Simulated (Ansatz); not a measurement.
Geometry relaxation of B2H2O

B2H2O, computed with UKS PBE-D4/def2-SVP (Ansatz 0.2.0).

It belongs to a series of runs on one base structure; here: end point B relaxed.

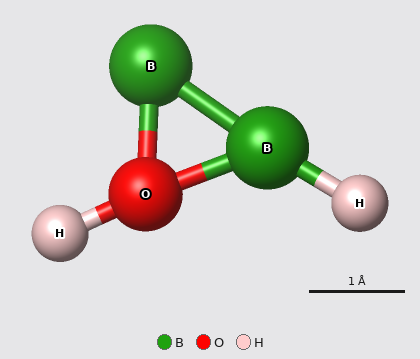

**Figure 1.** The structure as given in the input (ball-and-stick view, seen at a tilt).

**Input file**
```yaml
crystal:
  periodic: [false, false, false]
  atoms:
    - { symbol: B, position_ang: [-0.69933, -0.13473, -0.3452] }
    - { symbol: B, position_ang: [0.61526, 0.47025, 0.16292] }
    - { symbol: O, position_ang: [0.20308, -0.81121, 0.44066] }
    - { symbol: H, position_ang: [-0.03648, -1.74237, 0.67657] }
    - { symbol: H, position_ang: [1.58754, 0.99613, 0.50778] }
magnetization:
  spin_polarized: true
basis:
  gaussian: { orbitals: def2-SVP }
hamiltonian:
  xc: pbe
  dispersion: d4
relax:
  f_tol: 0.02
  max_steps: 50
```

Launch command:
```bash
ansatz run input.yaml --threads 1 --pin off --max-ram 2048MiB --backend cpu --events-out ev --progress --plain --runs-dir out
```

**The program's output**
```
The last accepted step is kept in [file] (removed where the run ends without a failure and the disk answers)
Engine: ansatz 0.2.0, x86_64-unknown-linux-gnu
Functional definition: PBE
  parameter kappa = 0.804
  parameter beta = 0.06672455060314922
  exchange = pbe_x(kappa = kappa, mu = beta*pi^2/3)
  correlation = pbe_c(beta = beta)
567 factors; their error is unknown
mean field evaluation 1: about -3415.6359 eV, gradient 2.7e1 eV
mean field evaluation 2: about -3401.7689 eV, gradient 4.2e1 eV
mean field evaluation 4: about -3419.3057 eV, gradient 5.2e0 eV
mean field evaluation 8: about -3408.8364 eV, gradient 2.9e1 eV
mean field evaluation 16: about -3419.5001 eV, gradient 9.9e-6 eV
mean field evaluation 32: about -3419.6424 eV, gradient 1.1e-5 eV
mean field -3419.64244518 eV, -125.6695419434 hartree, gradient 1.1e-5 eV, S^2 0.542176; 7 other end points of the search recorded, 0 dependent functions left out
the calculation of the forces begins
reference -3419.64247465 eV, -125.6695430265 hartree; 10, 10 occupied and 42, 42 virtual orbitals, 567 factors
relax step   1: F+E_penalty+E_count = -3419.70030207 eV  Δ(F+E_penalty+E_count) = +0.000e0 eV  max|allowed force component| = 5.158e0 eV/Å  Δτ_max = 0.0000 Å  (151 SCF iters, accepted)
these checks for a lower state are left out or cut short: starts, cluster_reference, orbital_swaps, neighbouring_geometries, increment
567 factors; their error is unknown
mean field -3420.15768650 eV, -125.6884767126 hartree, gradient 1.3e-5 eV, S^2 0.533389; 0 other end points of the search recorded, 0 dependent functions left out
[... from here on the field's lines of each further geometry are left out, up to the last ...]
relax step   2: F+E_penalty+E_count = -3420.21535126 eV  Δ(F+E_penalty+E_count) = -5.150e-1 eV  max|allowed force component| = 2.699e0 eV/Å  Δτ_max = 0.0716 Å  (38 SCF iters, accepted)
relax step   3: F+E_penalty+E_count = -3420.54407026 eV  Δ(F+E_penalty+E_count) = -3.287e-1 eV  max|allowed force component| = 6.041e-1 eV/Å  Δτ_max = 0.1174 Å  (34 SCF iters, accepted)
relax step   4: F+E_penalty+E_count = -3420.62656414 eV  Δ(F+E_penalty+E_count) = -8.249e-2 eV  max|allowed force component| = 4.862e-1 eV/Å  Δτ_max = 0.0785 Å  (34 SCF iters, accepted)
relax step   5: F+E_penalty+E_count = -3420.70626129 eV  Δ(F+E_penalty+E_count) = -7.970e-2 eV  max|allowed force component| = 1.294e0 eV/Å  Δτ_max = 0.1951 Å  (40 SCF iters, accepted)
relax step   6: F+E_penalty+E_count = -3420.86482404 eV  Δ(F+E_penalty+E_count) = -1.586e-1 eV  max|allowed force component| = 7.199e-1 eV/Å  Δτ_max = 0.1739 Å  (36 SCF iters, accepted)
relax step   7: F+E_penalty+E_count = -3420.92740026 eV  Δ(F+E_penalty+E_count) = -6.258e-2 eV  max|allowed force component| = 1.292e0 eV/Å  Δτ_max = 0.1000 Å  (33 SCF iters, accepted)
relax step   8: F+E_penalty+E_count = -3421.04927599 eV  Δ(F+E_penalty+E_count) = -1.219e-1 eV  max|allowed force component| = 1.716e0 eV/Å  Δτ_max = 0.1932 Å  (37 SCF iters, accepted)
relax step   9: F+E_penalty+E_count = -3421.27988249 eV  Δ(F+E_penalty+E_count) = -2.306e-1 eV  max|allowed force component| = 1.046e0 eV/Å  Δτ_max = 0.2000 Å  (38 SCF iters, accepted)
relax step  10: F+E_penalty+E_count = -3421.36628223 eV  Δ(F+E_penalty+E_count) = -8.640e-2 eV  max|allowed force component| = 1.163e0 eV/Å  Δτ_max = 0.1945 Å  (38 SCF iters, accepted)
relax step  11: F+E_penalty+E_count = -3421.37775107 eV  Δ(F+E_penalty+E_count) = -1.147e-2 eV  max|allowed force component| = 8.881e-1 eV/Å  Δτ_max = 0.0296 Å  (34 SCF iters, accepted)
relax step  12: F+E_penalty+E_count = -3421.41047360 eV  Δ(F+E_penalty+E_count) = -3.272e-2 eV  max|allowed force component| = 6.443e-1 eV/Å  Δτ_max = 0.0985 Å  (36 SCF iters, accepted)
relax step  13: F+E_penalty+E_count = -3421.44186760 eV  Δ(F+E_penalty+E_count) = -3.139e-2 eV  max|allowed force component| = 1.558e-1 eV/Å  Δτ_max = 0.0682 Å  (36 SCF iters, accepted)
relax step  14: F+E_penalty+E_count = -3421.44585871 eV  Δ(F+E_penalty+E_count) = -3.991e-3 eV  max|allowed force component| = 2.825e-2 eV/Å  Δτ_max = 0.0246 Å  (35 SCF iters, accepted)
relax step  15: F+E_penalty+E_count = -3421.44601233 eV  Δ(F+E_penalty+E_count) = -1.536e-4 eV  max|allowed force component| = 2.299e-2 eV/Å  Δτ_max = 0.0082 Å  (37 SCF iters, accepted)
the calculation of the forces begins
reference -3421.38611130 eV, -125.7336204916 hartree; 10, 10 occupied and 42, 42 virtual orbitals, 567 factors
relax step  16: F+E_penalty+E_count = -3421.44610066 eV  Δ(F+E_penalty+E_count) = -8.833e-5 eV  max|allowed force component| = 6.263e-4 eV/Å  Δτ_max = 0.0032 Å  (33 SCF iters, accepted)
567 factors; their error is unknown
mean field evaluation 192: about -3421.0911 eV, gradient 4.5e-1 eV
```

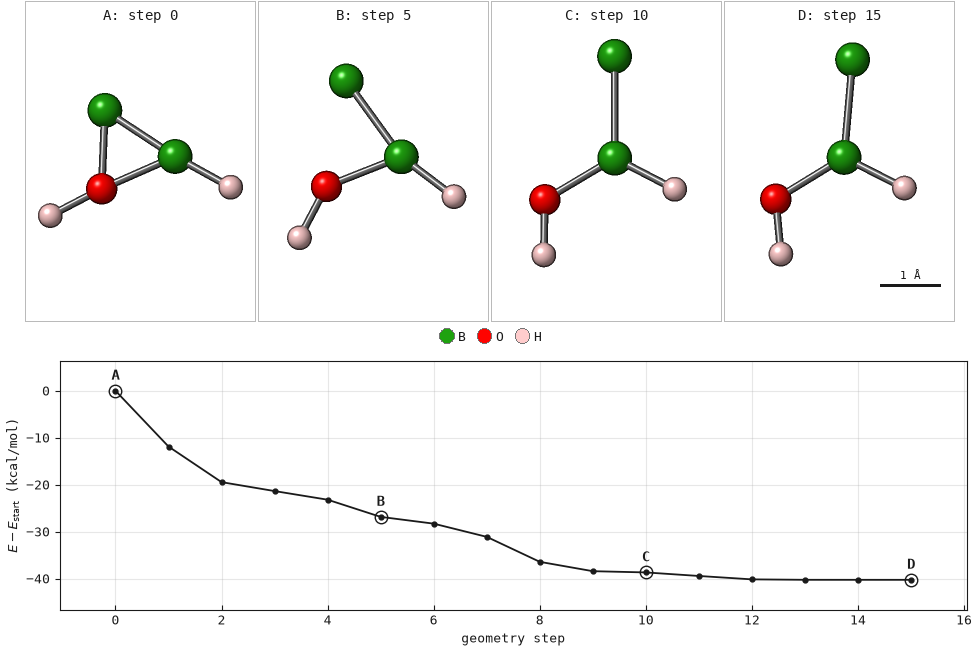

**Figure 2.** Frames of the relaxation (ball-and-stick view, seen at a tilt) above the curves, on which the letters mark them (the first geometry is step 0 here and step 1 in the log).

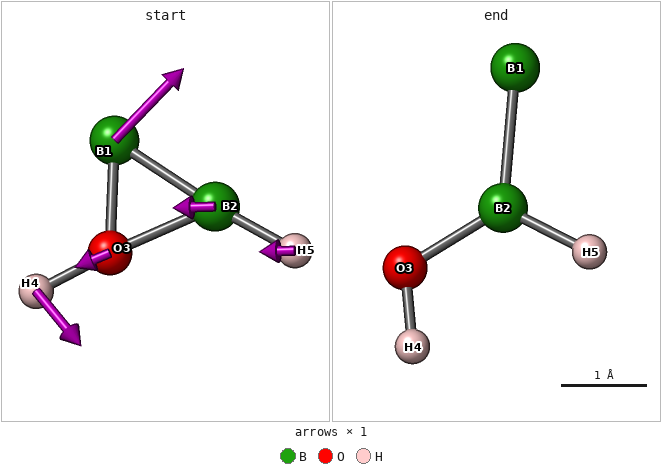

**Figure 3.** Before (left) and after (right) the relaxation, at one scale (ball-and-stick view, seen at a tilt). The pink arrows give the displacements, at true length. Over 15 geometry steps the energy falls by 40.3 kcal/mol. The largest force component goes from 5.2 to 0.00063 eV/Å. The atom that moves furthest after the best rigid fit is B1 (1.19 Å). Largest moves by element: B 1.19 Å, H 0.91 Å, O 0.46 Å. Among the contacts that change: B1–O3 1.375 → 2.708 Å, B1–B2 1.534 → 1.712 Å, B2–H5 1.158 → 1.231 Å, O3–H4 0.990 → 0.975 Å. Bonds break: B1–O3 (1.37 → 2.71 Å). Among the angles that change: B1–B2–O3 56.1° → 123.0°, B2–O3–H4 176.1° → 112.7°, B1–B2–H5 176.0° → 115.3°. (Atoms are counted from 1 in the order of the input.)

```
mean field -3421.38608228 eV, -125.7336194251 hartree, gradient 2.4e-5 eV, S^2 0.758487; 10 other end points of the search recorded, 0 dependent functions left out
the calculation of the forces begins
reference -3421.38611130 eV, -125.7336204916 hartree; 10, 10 occupied and 42, 42 virtual orbitals, 567 factors
Total energy: -3421.44612968 eV, -125.7358261261 hartree
Atom 0 at    -0.840724     0.878415    -0.831462 Å, force    -0.000419     0.000545    -0.000483 eV/Å
Atom 1 at     0.285737     0.040076     0.147119 Å, force     0.000028    -0.000600     0.000622 eV/Å
Atom 2 at     0.101208    -1.246829     0.556900 Å, force    -0.000153    -0.000596    -0.000185 eV/Å
Atom 3 at     0.835956    -1.575442     1.107762 Å, force     0.000027     0.000024     0.000185 eV/Å
Atom 4 at     1.287894     0.681850     0.462410 Å, force     0.000518     0.000626    -0.000140 eV/Å
Dipole moment:     0.397945    -0.298802     0.346719 e Å
```

**Trajectory as extended XYZ (Å, eV, eV/Å), 16 frames, from step=1 to step=16**
```
5
Properties=species:S:1:pos:R:3:forces:R:3 step=1 energy=-3419.70030
B    -0.6993   -0.1347   -0.3452   -5.0912   1.4662  -3.4932
B     0.6153    0.4703    0.1629    2.2349   3.0789   0.0438
O     0.2031   -0.8112    0.4407    0.8400  -5.1585   2.5442
H    -0.0365   -1.7424    0.6766    0.9791   0.2539   0.4573
H     1.5875    0.9961    0.5078    1.0372   0.3594   0.4479
5
Properties=species:S:1:pos:R:3:forces:R:3 step=2 energy=-3420.21535
B    -0.7575   -0.1203   -0.3843   -2.5945   1.0014  -1.8820
B     0.6166    0.4891    0.1562    1.2338   1.5605   0.0801
O     0.1892   -0.8292    0.4399    0.2539  -2.6994   1.2253
H    -0.0034   -1.7587    0.7020    0.7688   0.1392   0.3832
H     1.6253    0.9971    0.5289    0.3379  -0.0018   0.1933
5
Properties=species:S:1:pos:R:3:forces:R:3 step=3 energy=-3420.54407
B    -0.8433   -0.0759   -0.4510   -0.5496   0.4494  -0.4935
B     0.6066    0.5135    0.1409    0.4122  -0.0798   0.2669
O     0.1676   -0.8407    0.4322   -0.2545  -0.6041   0.0966
H     0.0834   -1.7680    0.7552    0.5194   0.2746   0.1866
H     1.6558    0.9492    0.5654   -0.1275  -0.0400  -0.0566
5
Properties=species:S:1:pos:R:3:forces:R:3 step=4 energy=-3420.62656
B    -0.8606   -0.0353   -0.4772   -0.4862   0.3491  -0.4173
B     0.6048    0.4990    0.1456    0.0030  -0.4788   0.1935
O     0.1257   -0.8522    0.4129    0.0923   0.3021  -0.0682
H     0.1527   -1.7523    0.7885    0.3148  -0.1969   0.2585
H     1.6475    0.9188    0.5729    0.0761   0.0245   0.0336
5
Properties=species:S:1:pos:R:3:forces:R:3 step=5 energy=-3420.70626
B    -0.9338    0.0580   -0.5563   -0.2266   0.3972  -0.2883
B     0.5832    0.4464    0.1543   -0.1985  -0.2973   0.0057
O     0.0555   -0.8493    0.3717    0.9328  -1.2940   1.0503
H     0.3247   -1.7055    0.8679   -0.4243   1.2026  -0.7234
H     1.6405    0.8285    0.6050   -0.0835  -0.0085  -0.0443
5
Properties=species:S:1:pos:R:3:forces:R:3 step=6 energy=-3420.86482
B    -0.9636    0.2105   -0.6343   -0.1130   0.3232  -0.1938
B     0.5424    0.3752    0.1595    0.0291  -0.1910   0.0929
O     0.0892   -0.9067    0.4138   -0.0923  -0.7199   0.2355
H     0.4133   -1.6938    0.9139    0.0901   0.3983  -0.1080
H     1.5889    0.7928    0.5898    0.0861   0.1895  -0.0266
5
Properties=species:S:1:pos:R:3:forces:R:3 step=7 energy=-3420.92740
B    -0.9796    0.2987   -0.6787    0.0860   0.4388  -0.1266
B     0.5271    0.3286    0.1694   -0.5094  -0.2371  -0.1956
O     0.0558   -0.9467    0.4108    0.7636  -1.2919   0.9528
H     0.4992   -1.6755    0.9556   -0.4656   1.0014  -0.6665
H     1.5675    0.7730    0.5856    0.1253   0.0889   0.0358
5
Properties=species:S:1:pos:R:3:forces:R:3 step=8 energy=-3421.04928
B    -0.9858    0.4767   -0.7535    0.3367   0.4427   0.0149
B     0.4813    0.2427    0.1776   -1.0297  -0.1092  -0.5436
O     0.0389   -1.0291    0.4341    1.6687  -1.7159   1.6392
H     0.6285   -1.6509    1.0196   -1.2105   1.3229  -1.2205
H     1.5072    0.7386    0.5649    0.2350   0.0595   0.1101
5
Properties=species:S:1:pos:R:3:forces:R:3 step=9 energy=-3421.27988
B    -0.9660    0.6651   -0.8177    0.4569   0.1634   0.1958
B     0.4142    0.1710    0.1683   -0.8241  -0.3788  -0.3204
O     0.0875   -1.1163    0.4968    0.8554  -0.9741   0.8789
H     0.7079   -1.6695    1.0723   -0.7060   1.0459  -0.8217
H     1.4265    0.7277    0.5231    0.2178   0.1436   0.0674
5
Properties=species:S:1:pos:R:3:forces:R:3 step=10 energy=-3421.36628
B    -0.9208    0.8482   -0.8651    0.6518  -0.3514   0.5125
B     0.3357    0.0691    0.1639   -0.3800   1.1229  -0.6652
O     0.1299   -1.1932    0.5518   -0.4005  -1.1626   0.2361
H     0.7891   -1.6494    1.1106    0.0890   0.3408  -0.0854
H     1.3362    0.7033    0.4815    0.0396   0.0502   0.0020
5
Properties=species:S:1:pos:R:3:forces:R:3 step=11 energy=-3421.37775
B    -0.9218    0.8468   -0.8651    0.6262  -0.3336   0.4910
B     0.3364    0.0881    0.1569   -0.5796  -0.6554  -0.0688
O     0.1208   -1.2208    0.5576   -0.4166   0.8881  -0.5931
H     0.7902   -1.6471    1.1104    0.4185   0.1188   0.1913
H     1.3444    0.7111    0.4829   -0.0484  -0.0179  -0.0204
5
Properties=species:S:1:pos:R:3:forces:R:3 step=12 energy=-3421.41047
B    -0.8377    0.8388   -0.8143   -0.1453   0.1850  -0.1568
B     0.3010    0.0402    0.1559    0.5083   0.5427   0.0771
O     0.0878   -1.2433    0.5490    0.1542  -0.0749   0.1129
H     0.8015   -1.6107    1.1012    0.0725  -0.0086   0.0480
H     1.3175    0.7531    0.4510   -0.5896  -0.6443  -0.0811
5
Properties=species:S:1:pos:R:3:forces:R:3 step=13 energy=-3421.44187
B    -0.8266    0.8833   -0.8253   -0.0808   0.0387  -0.0621
B     0.2867    0.0393    0.1477   -0.0483  -0.1295   0.0273
O     0.1094   -1.2465    0.5616   -0.1024  -0.0313  -0.0478
H     0.8291   -1.6013    1.1142    0.0756   0.0904   0.0077
H     1.2715    0.7032    0.4446    0.1558   0.0318   0.0749
5
Properties=species:S:1:pos:R:3:forces:R:3 step=14 energy=-3421.44586
B    -0.8379    0.8782   -0.8298   -0.0188   0.0121  -0.0144
B     0.2859    0.0398    0.1481    0.0281   0.0091   0.0043
O     0.1027   -1.2471    0.5571   -0.0215  -0.0090  -0.0030
H     0.8332   -1.5819    1.1092    0.0226   0.0160   0.0041
H     1.2863    0.6890    0.4582   -0.0104  -0.0283   0.0091
5
Properties=species:S:1:pos:R:3:forces:R:3 step=15 energy=-3421.44601
B    -0.8403    0.8793   -0.8310    0.0011  -0.0022  -0.0046
B     0.2868    0.0385    0.1445   -0.0144   0.0164   0.0230
O     0.1003   -1.2465    0.5589    0.0083  -0.0121  -0.0152
H     0.8367   -1.5757    1.1072   -0.0036   0.0021   0.0070
H     1.2865    0.6824    0.4630    0.0086  -0.0042  -0.0102
5
Properties=species:S:1:pos:R:3:forces:R:3 step=16 energy=-3421.44610
B    -0.8407    0.8784   -0.8315   -0.0004   0.0005  -0.0005
B     0.2857    0.0401    0.1471    0.0000  -0.0006   0.0006
O     0.1012   -1.2468    0.5569   -0.0002  -0.0006  -0.0002
H     0.8360   -1.5754    1.1078    0.0000   0.0000   0.0002
H     1.2879    0.6818    0.4624    0.0005   0.0006  -0.0001
```

**Summary**

```json
{"quantity": "outcome", "value": "converged"}
{"quantity": "total energy", "value": "−3421.4461 eV"}
{"quantity": "mean-field energy", "value": "−3421.3861 eV"}
{"quantity": "⟨S²⟩", "value": "0.758"}
{"quantity": "largest force (length of the vector) at the end", "value": "0.001 eV/Å"}
{"quantity": "hardware", "value": "1 thread of Intel Xeon (Sapphire Rapids), 176 GiB of memory available, shared host"}
{"quantity": "wall time", "value": "38 s"}
{"quantity": "peak memory", "value": "0.12 GiB"}
```

⟨S²⟩ is 0.76 against 0.00 for a pure state: the solution is spin-contaminated.
